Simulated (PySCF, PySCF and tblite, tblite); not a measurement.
# PhCH2CF2CH3 (C9H10F2): conformers and averaged spectra, part 2 of 2

PySCF and tblite. Atoms count from 0. Earlier steps stand in the parts before.

## 5. Shieldings, conformer 2: mPW1PW91/pcSseg-1 in dichloromethane

What the job is given:

```
{"job": {"xc": "mPW1PW91", "basis": "pcSseg-1", "solvent": "dichloromethane", "kind": "nmr", "pop": false}, "charge": 0, "multiplicity": 1}
C      3.305961     0.258800    -0.333821
C      1.799853     0.217741    -0.532027
F      1.384199     1.409879    -1.056924
F      1.500323    -0.705340    -1.495265
C      1.008142    -0.090381     0.743694
C     -0.473213    -0.117583     0.472591
C     -1.225337     1.045597     0.566834
C     -2.579509     1.027800     0.284398
C     -3.193748    -0.152373    -0.097845
C     -2.448102    -1.314303    -0.198792
C     -1.093889    -1.296960     0.083541
H      3.784473     0.482961    -1.284561
H      3.559918     1.031564     0.385629
H      3.653953    -0.705884     0.023351
H      1.248620     0.681431     1.476161
H      1.346516    -1.058205     1.116368
H     -0.746743     1.970006     0.855818
H     -3.155547     1.938316     0.360440
H     -4.250642    -0.165740    -0.319791
H     -2.921399    -2.236997    -0.500783
H     -0.512749    -2.203387    -0.004997
```

Standard output:

```text
coarse grid: 18152 points
cycle   1  E = -548.3109461851  dE =  1.734e+00  |g| = 7.753e-01  |ddm| = 4.307e+00
cycle   2  E = -548.2459799424  dE =  6.497e-02  |g| = 1.045e+00  |ddm| = 1.194e+00
cycle   3  E = -548.4235125091  dE = -1.775e-01  |g| = 9.000e-02  |ddm| = 6.343e-01
cycle   4  E = -548.4250916220  dE = -1.579e-03  |g| = 3.358e-02  |ddm| = 9.477e-02
cycle   5  E = -548.4253333894  dE = -2.418e-04  |g| = 8.004e-03  |ddm| = 3.457e-02
cycle   6  E = -548.4253468753  dE = -1.349e-05  |g| = 3.418e-03  |ddm| = 9.755e-03
cycle   7  E = -548.4253498565  dE = -2.981e-06  |g| = 5.625e-04  |ddm| = 3.154e-03
final grid: 177800 points
cycle   8  E = -548.5049217856  dE = -6.615e-05  |g| = 6.965e-03  |ddm| = 5.533e-02
cycle   9  E = -548.5049191751  dE =  2.610e-06  |g| = 8.408e-03  |ddm| = 1.272e-02
cycle  10  E = -548.5049331777  dE = -1.400e-05  |g| = 9.882e-04  |ddm| = 6.005e-03
cycle  11  E = -548.5049333412  dE = -1.635e-07  |g| = 2.005e-04  |ddm| = 8.541e-04
cycle  12  E = -548.5049333482  dE = -7.003e-09  |g| = 4.186e-05  |ddm| = 1.767e-04
cycle  13  E = -548.5049333486  dE = -3.472e-10  |g| = 1.399e-05  |ddm| = 4.910e-05
converged SCF energy = -548.5049333486

GIAO shielding tensors (ppm)
atom      isotropic    diamagn.    paramagn.     s11        s22        s33       span
  0 C      158.672     248.964     -90.292    141.235    146.075    188.706     47.471
  1 C       57.516     236.807    -179.291     40.531     54.703     77.316     36.786
  2 F      296.412     479.369    -182.957    195.512    324.694    369.031    173.520
  3 F      296.340     479.415    -183.075    195.443    324.587    368.991    173.548
  4 C      137.768     251.190    -113.422    127.550    129.157    156.597     29.047
  5 C       45.998     261.345    -215.347    -58.693     20.017    176.671    235.363
  6 C       48.907     250.401    -201.494    -59.859     40.099    166.481    226.340
  7 C       52.180     253.927    -201.746    -58.978     37.620    177.900    236.877
  8 C       53.301     253.847    -200.546    -57.388     37.242    180.049    237.437
  9 C       52.188     253.917    -201.729    -58.949     37.609    177.903    236.852
 10 C       48.891     250.410    -201.519    -59.889     40.095    166.466    226.355
 11 H       29.704      26.890       2.814     26.148     27.080     35.884      9.736
 12 H       29.952      28.180       1.772     25.980     28.297     35.580      9.599
 13 H       29.954      28.199       1.755     25.978     28.302     35.580      9.602
 14 H       28.538      32.701      -4.164     24.470     28.811     32.332      7.863
 15 H       28.537      32.709      -4.172     24.466     28.815     32.330      7.864
 16 H       24.003      33.603      -9.600     20.156     22.547     29.307      9.151
 17 H       23.955      30.154      -6.199     20.449     24.459     26.957      6.507
 18 H       24.004      29.157      -5.154     20.570     24.941     26.499      5.929
 19 H       23.956      30.168      -6.212     20.449     24.461     26.958      6.509
 20 H       24.002      33.613      -9.611     20.156     22.546     29.304      9.148
```

Run time: 46 s. Hardware: 1 thread of Arm Neoverse V1, shared host; peak memory 1.2 GiB.

Key values: HOMO -7.24 eV, LUMO -0.26 eV; dipole 2.76 D.

## 6. Single-point energy, conformer 2: B3LYP/def2-SVP in dichloromethane

The job, as its differences from that of step 5:

```diff
@@ -1,2 +1,2 @@
-{"job": {"xc": "mPW1PW91", "basis": "pcSseg-1", "solvent": "dichloromethane", "kind": "nmr", "pop": false}, "charge": 0, "multiplicity": 1}
+{"job": {"xc": "B3LYP", "basis": "def2-SVP", "solvent": "dichloromethane", "kind": "sp"}, "charge": 0, "multiplicity": 1}
 C      3.305961     0.258800    -0.333821
```

Standard output:

```text
coarse grid: 18152 points
cycle   1  E = -548.0559791717  dE =  1.567e+00  |g| = 8.155e-01  |ddm| = 5.618e+00
cycle   2  E = -547.9557512845  dE =  1.002e-01  |g| = 1.145e+00  |ddm| = 1.817e+00
cycle   3  E = -548.1857599416  dE = -2.300e-01  |g| = 1.052e-01  |ddm| = 1.029e+00
cycle   4  E = -548.1881473761  dE = -2.387e-03  |g| = 3.407e-02  |ddm| = 1.390e-01
cycle   5  E = -548.1884067743  dE = -2.594e-04  |g| = 1.001e-02  |ddm| = 4.490e-02
cycle   6  E = -548.1884301474  dE = -2.337e-05  |g| = 3.902e-03  |ddm| = 1.442e-02
cycle   7  E = -548.1884341703  dE = -4.023e-06  |g| = 6.817e-04  |ddm| = 4.491e-03
final grid: 177800 points
cycle   8  E = -548.2829927442  dE = -6.012e-05  |g| = 7.671e-03  |ddm| = 5.659e-02
cycle   9  E = -548.2829859261  dE =  6.818e-06  |g| = 1.000e-02  |ddm| = 1.667e-02
cycle  10  E = -548.2830061048  dE = -2.018e-05  |g| = 1.015e-03  |ddm| = 9.293e-03
cycle  11  E = -548.2830063140  dE = -2.091e-07  |g| = 1.412e-04  |ddm| = 1.114e-03
cycle  12  E = -548.2830063179  dE = -3.899e-09  |g| = 4.406e-05  |ddm| = 1.896e-04
cycle  13  E = -548.2830063183  dE = -4.156e-10  |g| = 1.619e-05  |ddm| = 6.413e-05
converged SCF energy = -548.2830063183
```

Wall time 18 s (1 thread of Arm Neoverse V1, shared host); peak memory 0.9 GiB.

This run: HOMO -6.84 eV, LUMO -0.23 eV; dipole 2.59 D.

## 7. The ensemble: properties at mPW1PW91/pcSseg-1 in dichloromethane

What the job is given:

```
{"job": {"study": "conf", "smiles": "CC(F)(F)Cc1ccccc1", "search": {"seed": 5660, "n_embed": 90, "ff_keep": 18, "window": 3.0, "nmax": 9, "temps": [180, 230, 298.15, 330, 400], "t_ref": 298.15, "order": 0.001}, "level": {"nmr": {"xc": "mPW1PW91", "basis": "pcSseg-1", "solvent": "dichloromethane"}, "sp": {"xc": "B3LYP", "basis": "def2-SVP", "solvent": "dichloromethane"}}, "kind": "conf"}, "charge": 0, "multiplicity": 1}
C     -2.326109    -0.554344     0.775802
C     -1.990295     0.887885     0.448880
F     -3.106063     1.514674    -0.044234
F     -1.711416     1.564249     1.604154
C     -0.845842     1.077332    -0.550662
C      0.401994     0.360055    -0.114846
C      1.204473     0.896339     0.884687
C      2.338848     0.226366     1.306923
C      2.686641    -0.984297     0.731985
C      1.894243    -1.523086    -0.266974
C      0.757130    -0.855080    -0.686389
H     -1.460385    -1.034264     1.222964
H     -3.156810    -0.577733     1.477225
H     -2.608377    -1.077378    -0.132980
H     -0.660395     2.150828    -0.635362
H     -1.191232     0.706182    -1.516680
H      0.933898     1.838658     1.337084
H      2.953929     0.652049     2.085692
H      3.573454    -1.505707     1.060076
H      2.161024    -2.466008    -0.721119
H      0.142372    -1.279778    -1.467311
```

Standard output:

```text
conformer  sym    E(xTB)   E(DFT)   G(298.15 K)  weight  dipole/D
    1     C1      0.000    0.000    0.000   0.7075    2.533
    2     Cs      1.164    0.236    0.523   0.2925    2.588

mean shielding (ppm) by class
class atoms           180 K      230 K   298.15 K      330 K      400 K
  0 C  0            160.738    160.682    160.636    160.621    160.597
  1 C  1             55.097     55.163     55.217     55.234     55.261
  2 F  2,3          291.848    291.971    292.072    292.104    292.155
  3 C  4            137.658    137.661    137.664    137.664    137.666
  4 C  5              44.67     44.706     44.736     44.745      44.76
  5 C  6,10          49.336     49.324     49.315     49.311     49.307
  6 C  7,9           51.667     51.681     51.692     51.696     51.702
  7 C  8             52.912     52.923     52.932     52.934     52.939
  8 H  11,12,13      30.208     30.199     30.191     30.189     30.185
  9 H  14,15         28.426     28.429     28.432     28.432     28.434
 10 H  16,20         23.975     23.975     23.976     23.976     23.977
 11 H  17,19          23.93     23.931     23.931     23.931     23.932
 12 H  18            23.982     23.983     23.983     23.984     23.984
```

Wall time 2.5 min (1 thread of Arm Neoverse V1, shared host). This counts the runs that the step sums up.

The search (ETKDG and KDG, MMFF94s, GFN2-xTB) embedded 90 structures, kept 3 distinct ones after the force field and 2 after xTB; 2 were carried on (window 3.0 kcal/mol at the search's own energies). Energies: B3LYP/def2-SVP in dichloromethane with D3(BJ).

The conformers at 298 K:

| no. | group | mirror pair | ΔE xTB | ΔE DFT | ΔG | weight (%) | μ (D) | F2–C1–C4–C5 (°) | C1–C4–C5–C6 (°) | A, B, C (GHz) |
| --- | --- | --- | --- | --- | --- | --- | --- | --- | --- | --- |
| 1 | C1 | yes | 0.00 | 0.00 | 0.00 | 70.8 | 2.53 | -177 | -77 | 2.51, 0.66, 0.61 |
| 2 | Cs | no | 1.16 | 0.24 | 0.52 | 29.2 | 2.59 | 57 | -89 | 2.55, 0.69, 0.63 |

Energies in kcal/mol. ΔG holds xTB vibrations and rotation, symmetry numbers and mirror pairs.

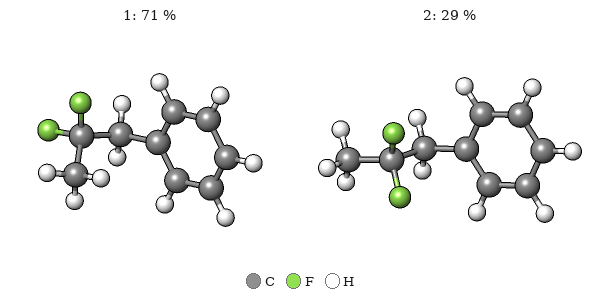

Conformers, most populated first.

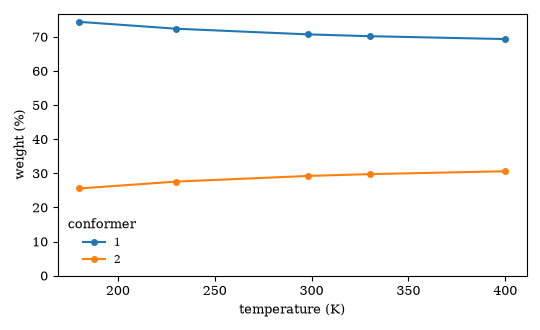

Weights against temperature.

Other ways of weighting, at the same temperature:

| scheme | 1 | 2 | mean μ (D) |
| --- | --- | --- | --- |
| DFT free energy | 71 | 29 | 2.55 |
| DFT energy, symmetry counted | 75 | 25 | 2.55 |
| DFT energy alone | 60 | 40 | 2.56 |
| xTB energy, symmetry counted | 93 | 7 | 2.54 |
| xTB free energy | 92 | 8 | 2.54 |
| lowest conformer only | 100 | 0 | 2.53 |
| equal weights | 50 | 50 | 2.56 |
| conformers found from three starts alone | 0 | 100 | 2.59 |

Shifts against references run at the same level (1H TMS 31.74, 13C TMS 186.9 ppm of shielding), by class of atoms, at 298 K:

| atoms | environment | no. 1 | no. 2 | average |
| --- | --- | --- | --- | --- |
| C5 | substituted aromatic carbon | 142.6 | 140.9 | 142.1 |
| C6, C10 | aromatic CH | 137.4 | 138.0 | 137.5 |
| C7, C9 | aromatic CH | 135.4 | 134.7 | 135.2 |
| C8 | aromatic CH | 134.1 | 133.6 | 133.9 |
| C1 | fully substituted sp3 carbon bonded to 2 F | 132.6 | 129.3 | 131.6 |
| C4 | sp3 CH2 on an aromatic ring | 49.2 | 49.1 | 49.2 |
| C0 | methyl carbon | 25.4 | 28.2 | 26.2 |
| H17, H19 | hydrogen on an aromatic CH | 7.82 | 7.79 | 7.81 |
| H16, H20 | hydrogen on an aromatic CH | 7.78 | 7.74 | 7.77 |
| H18 | hydrogen on an aromatic CH | 7.77 | 7.74 | 7.76 |
| H14, H15 | hydrogen on an sp3 CH2 on an aromatic ring | 3.35 | 3.21 | 3.31 |
| H11, H12, H13 | hydrogen on a methyl carbon | 1.42 | 1.87 | 1.55 |
| F2, F3 | fluorine of a CF2 group | 290.3 (σ) | 296.4 (σ) | 292.1 (σ) |

Effective distances for nuclear Overhauser effects, ⟨r⁻⁶⟩^(−1/6) over all pairs of two classes (Å): H17···H18 2.47; H14···H16 2.72; H16···H17 2.75; H11···H14 3.14; H11···H16 3.74.

## 8. Results

The summary covers parts 1 to 2.

| quantity | value |
| --- | --- |
| conformers | 2; the first in weight is no. 1 (C1), 71 % at 298 K |
| root-mean-square dipole | 2.55 D |
| averaged 13C shifts (mPW1PW91/pcSseg-1 in dichloromethane) | 142.1, 137.5, 135.2, 133.9, 131.6, 49.2, 26.2 ppm |
| averaged 1H shifts (mPW1PW91/pcSseg-1 in dichloromethane) | 7.81, 7.77, 7.76, 3.31, 1.55 ppm |

What this shows: Conformer 1 leads with 71 % at 298 K, and its share goes from 74 % at 180 K to 69 % at 400 K. Among conformers over 5 %, H11, H12, H13 differ by 0.45 ppm, while the average moves by 0.02 ppm from 180 to 400 K.
